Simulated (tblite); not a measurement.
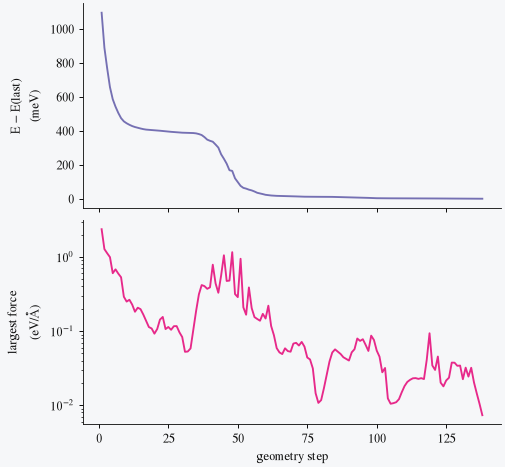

History of a geometry optimisation. C3H7FNP (SMILES [H]/P=C(\F)N(C)C); tblite 0.8.0, GFN2-xTB geometry optimisation, gas phase.

The optimisation met its thresholds at geometry 138, counting the start as the first. The energy fell by about 1100 meV from the first step to the last. The largest force goes from about 2.4 eV/Å at the start to 7 × 10⁻³ eV/Å at the end.
